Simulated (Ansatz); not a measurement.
## Geometry relaxation of SiH5OF

- system: SiH5OF
- method: RKS PBE0-D4/def2-TZVP (Ansatz 0.2.0)

The geometry is a transition state displaced along its imaginary mode. The reaction was set up to form Si1–O7 and F2–H6 and to break Si1–F2 and H6–O7 (atoms counted from 1 in the order of the input); sticks are drawn by distance alone. Figures and captions count atoms from 1; the log counts them from 0 in places.

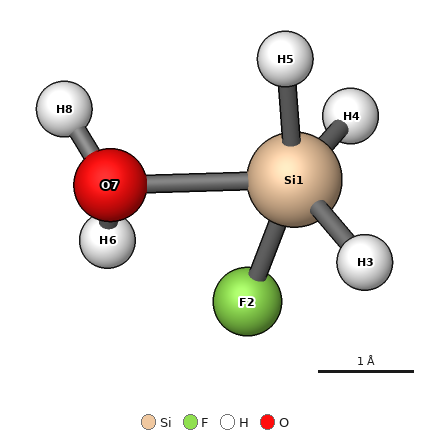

The starting structure (ball-and-stick view, seen at a tilt; atoms are numbered from 1 in the order of the input). Bond lengths as drawn: F–Si 1.67 Å, H–O 0.86 to 0.97 Å, H–Si 1.48 to 1.56 Å and O–Si 1.95 Å.

**Summary**

| quantity | value |
| --- | --- |
| outcome | converged |
| total energy | −12718.6958 eV |
| mean-field energy | −12718.6195 eV |
| dispersion energy | −0.0763 eV |
| SCF solution under orbital rotations | stable |
| largest force (length of the vector) at the end | 0.005 eV/Å |
| dipole moment | 1.40 D |
| hardware | 2 CPU threads, shared host |
| wall time | 34 s (CPU time 61 s) |
| peak memory | 0.25 GiB |

**Input file**
```yaml
crystal:
  periodic: [false, false, false]
  atoms:
    - {symbol: Si, position_ang: [-0.585436, 0.248015, -0.298121]}
    - {symbol: F, position_ang: [-0.647841, -1.402816, -0.078550]}
    - {symbol: H, position_ang: [-0.855873, 0.141412, -1.746123]}
    - {symbol: H, position_ang: [-1.620717, 0.448845, 0.746090]}
    - {symbol: H, position_ang: [-0.019299, 1.700126, -0.278017]}
    - {symbol: H, position_ang: [0.924895, -1.048136, 0.416486]}
    - {symbol: O, position_ang: [1.222054, -0.259163, 0.225960]}
    - {symbol: H, position_ang: [1.582219, 0.171816, 1.012375]}
basis:
  gaussian: {orbitals: def2-TZVP}
hamiltonian: {xc: pbe0, dispersion: d4}
relax: {f_tol: 0.005, max_steps: 200}
```

**What the program printed**
```
Functional definition: PBE0
  name "PBE0"
  cite "Adamo & Barone, J. Chem. Phys. 110, 6158 (1999) doi:10.1063/1.478522"
  cite "Perdew, Burke & Ernzerhof, Phys. Rev. Lett. 77, 3865 (1996) doi:10.1103/PhysRevLett.77.3865"
  parent pbe
  parameter a = 0.25
  parameter kappa = 0.804
  parameter beta = 0.06672455060314922
  exchange = (1 - a)*pbe_x(kappa = kappa, mu = beta*pi^2/3) + a*exact_x
  correlation = pbe_c(beta = beta)
795 factors; their error is unknown
mean field evaluation 1: about -12713.1337 eV, gradient 5.3e1 eV
mean field evaluation 2: about -12709.9492 eV, gradient 7.0e1 eV
mean field evaluation 4: about -12717.1279 eV, gradient 1.4e0 eV
mean field evaluation 8: about -12717.1766 eV, gradient 2.7e-2 eV
mean field -12717.17659007 eV, -467.3476196731 hartree, gradient 9.3e-6 eV, S^2 0.000000; 0 other end points of the search recorded, 0 dependent functions left out
the calculation of the forces begins
reference -12717.17661548 eV, -467.3476206069 hartree; 18, 18 occupied and 111, 111 virtual orbitals, 795 factors
relax step   1: F+E_penalty+E_count = -12717.26060946 eV  Δ(F+E_penalty+E_count) = +0.000e0 eV  max|allowed force component| = 7.386e0 eV/Å  Δτ_max = 0.0000 Å  (25 SCF iters, accepted)
these checks for a lower state are left out or cut short: starts, cluster_reference, orbital_swaps, neighbouring_geometries, increment
795 factors; their error is unknown
mean field evaluation 16: about -12717.5168 eV, gradient 8.3e0 eV
mean field -12717.67872931 eV, -467.3660729497 hartree, gradient 2.2e-5 eV, S^2 0.000000; 0 other end points of the search recorded, 0 dependent functions left out
[... from here on the field's lines of each further geometry are left out, up to the last ...]
relax step   2: F+E_penalty+E_count = -12717.76252736 eV  Δ(F+E_penalty+E_count) = -5.019e-1 eV  max|allowed force component| = 9.418e-1 eV/Å  Δτ_max = 0.1066 Å  (28 SCF iters, accepted)
relax step   3: F+E_penalty+E_count = -12717.80829482 eV  Δ(F+E_penalty+E_count) = -4.577e-2 eV  max|allowed force component| = 1.023e0 eV/Å  Δτ_max = 0.2000 Å  (28 SCF iters, accepted)
relax step   4: F+E_penalty+E_count = -12717.89533667 eV  Δ(F+E_penalty+E_count) = -8.704e-2 eV  max|allowed force component| = 9.789e-1 eV/Å  Δτ_max = 0.1042 Å  (28 SCF iters, accepted)
relax step   5: F+E_penalty+E_count = -12717.94268494 eV  Δ(F+E_penalty+E_count) = -4.735e-2 eV  max|allowed force component| = 1.128e0 eV/Å  Δτ_max = 0.1005 Å  (28 SCF iters, accepted)
relax step   6: F+E_penalty+E_count = -12718.09570751 eV  Δ(F+E_penalty+E_count) = -1.530e-1 eV  max|allowed force component| = 8.453e-1 eV/Å  Δτ_max = 0.1953 Å  (28 SCF iters, accepted)
relax step   7: F+E_penalty+E_count = -12718.27140884 eV  Δ(F+E_penalty+E_count) = -1.757e-1 eV  max|allowed force component| = 8.262e-1 eV/Å  Δτ_max = 0.1950 Å  (27 SCF iters, accepted)
relax step   8: F+E_penalty+E_count = -12718.47306270 eV  Δ(F+E_penalty+E_count) = -2.017e-1 eV  max|allowed force component| = 9.054e-1 eV/Å  Δτ_max = 0.1962 Å  (28 SCF iters, accepted)
relax step   9: F+E_penalty+E_count = -12718.58161978 eV  Δ(F+E_penalty+E_count) = -1.086e-1 eV  max|allowed force component| = 9.454e-1 eV/Å  Δτ_max = 0.1979 Å  (27 SCF iters, accepted)
relax step  10: F+E_penalty+E_count = -12718.64596790 eV  Δ(F+E_penalty+E_count) = -6.435e-2 eV  max|allowed force component| = 5.143e-1 eV/Å  Δτ_max = 0.1919 Å  (27 SCF iters, accepted)
relax step  11: F+E_penalty+E_count = -12718.62739776 eV  Δ(F+E_penalty+E_count) = +1.857e-2 eV  max|allowed force component| = 8.392e-1 eV/Å  Δτ_max = 0.1940 Å  (27 SCF iters, rejected (line search))
relax step  12: F+E_penalty+E_count = -12718.66258691 eV  Δ(F+E_penalty+E_count) = -1.662e-2 eV  max|allowed force component| = 3.891e-1 eV/Å  Δτ_max = 0.0970 Å  (28 SCF iters, accepted)
relax step  13: F+E_penalty+E_count = -12718.67938430 eV  Δ(F+E_penalty+E_count) = -1.680e-2 eV  max|allowed force component| = 2.175e-1 eV/Å  Δτ_max = 0.0980 Å  (29 SCF iters, accepted)
relax step  14: F+E_penalty+E_count = -12718.69004626 eV  Δ(F+E_penalty+E_count) = -1.066e-2 eV  max|allowed force component| = 1.698e-1 eV/Å  Δτ_max = 0.1427 Å  (29 SCF iters, accepted)
relax step  15: F+E_penalty+E_count = -12718.69298503 eV  Δ(F+E_penalty+E_count) = -2.939e-3 eV  max|allowed force component| = 3.428e-1 eV/Å  Δτ_max = 0.0822 Å  (29 SCF iters, accepted)
relax step  16: F+E_penalty+E_count = -12718.69452409 eV  Δ(F+E_penalty+E_count) = -1.539e-3 eV  max|allowed force component| = 2.788e-1 eV/Å  Δτ_max = 0.0474 Å  (29 SCF iters, accepted)
relax step  17: F+E_penalty+E_count = -12718.69568969 eV  Δ(F+E_penalty+E_count) = -1.166e-3 eV  max|allowed force component| = 1.681e-2 eV/Å  Δτ_max = 0.0110 Å  (31 SCF iters, accepted)
relax step  18: F+E_penalty+E_count = -12718.69575133 eV  Δ(F+E_penalty+E_count) = -6.164e-5 eV  max|allowed force component| = 1.207e-2 eV/Å  Δτ_max = 0.0151 Å  (30 SCF iters, accepted)
relax step  19: F+E_penalty+E_count = -12718.69578116 eV  Δ(F+E_penalty+E_count) = -2.983e-5 eV  max|allowed force component| = 8.123e-3 eV/Å  Δτ_max = 0.0094 Å  (30 SCF iters, accepted)
the calculation of the forces begins
reference -12718.61950929 eV, -467.4006459765 hartree; 18, 18 occupied and 111, 111 virtual orbitals, 795 factors
relax step  20: F+E_penalty+E_count = -12718.69578796 eV  Δ(F+E_penalty+E_count) = -6.797e-6 eV  max|allowed force component| = 2.979e-3 eV/Å  Δτ_max = 0.0044 Å  (31 SCF iters, accepted)
795 factors; their error is unknown
mean field evaluation 160: about -12718.6195 eV, gradient 2.1e-2 eV
```

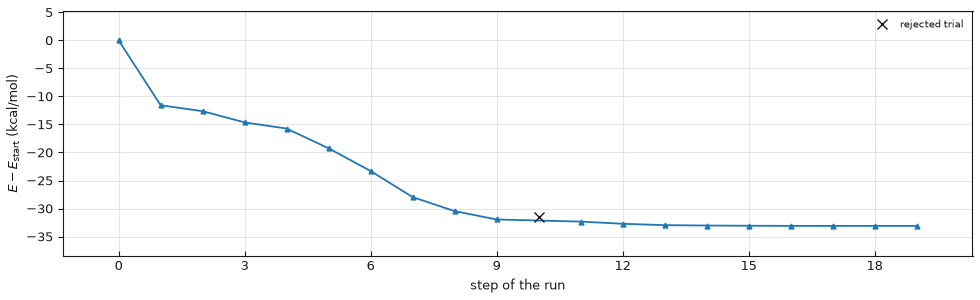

Progress of the relaxation, step by step (the first geometry is step 0 here and step 1 in the log).

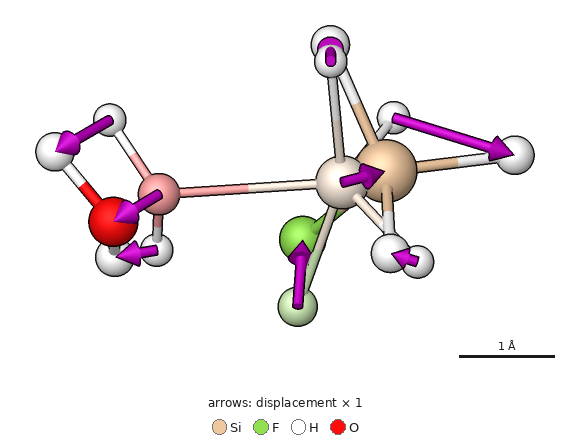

Start (faint) and end (solid) with the displacements as pink arrows, at true length (ball-and-stick view, seen at a tilt). The two geometries are laid on each other by the best rigid fit. After 19 geometry steps the energy has fallen by 33.1 kcal/mol. The largest force component goes from 7.4 to 0.003 eV/Å. The line search rejected the trial step at point 10 (counted from 0) and went back. The atom that moves furthest after the best rigid fit is H4 (1.40 Å). By element the largest moves are H 1.40 Å, F 0.85 Å, O 0.68 Å, Si 0.52 Å. Among the contacts that change: Si1–O7 1.949 → 3.039 Å, H6–O7 0.864 → 0.961 Å, Si1–H5 1.559 → 1.479 Å, Si1–F2 1.667 → 1.611 Å. Bonds break: Si1–O7 (1.95 → 3.04 Å). Among the angles that change: F2–Si1–H5 159.2° → 109.1°, F2–Si1–H3 92.9° → 109.5°, F2–Si1–H4 90.9° → 105.9°. (Atoms are counted from 1 in the order of the input.)

```
mean field -12718.61948101 eV, -467.4006449371 hartree, gradient 7.1e-5 eV, S^2 0.000000; 1 other end points of the search recorded, 0 dependent functions left out
the calculation of the forces begins
reference -12718.61950929 eV, -467.4006459765 hartree; 18, 18 occupied and 111, 111 virtual orbitals, 795 factors
Total energy: -12718.69581624 eV, -467.4034502052 hartree
Atom 0 at    -1.096679     0.357976    -0.247905 Å, force    -0.002209    -0.000337     0.000409 eV/Å
Atom 1 at    -0.886242    -1.030452     0.540978 Å, force     0.000343    -0.000012     0.000390 eV/Å
Atom 2 at    -0.558048     0.232993    -1.617474 Å, force     0.000709     0.000198    -0.000654 eV/Å
Atom 3 at    -2.563850     0.581288    -0.293939 Å, force    -0.000271     0.000323    -0.000292 eV/Å
Atom 4 at    -0.453469     1.451170     0.513699 Å, force     0.000630    -0.000144     0.000101 eV/Å
Atom 5 at     1.388408    -1.165601     0.425441 Å, force     0.000529    -0.000042     0.001166 eV/Å
Atom 6 at     1.829210    -0.427729    -0.005478 Å, force     0.002819     0.002979     0.001604 eV/Å
Atom 7 at     2.340673     0.000454     0.684779 Å, force    -0.002550    -0.002966    -0.002724 eV/Å
Dipole moment:     0.093288     0.122751     0.246879 e Å
```

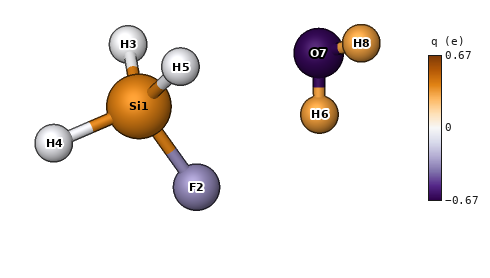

Mulliken charges, as the colour of each atom (ball-and-stick view, seen at a tilt; atoms are numbered from 1 in the order of the input). By element: Si +0.41, F −0.34, H −0.04 to +0.34 and O −0.64 e.
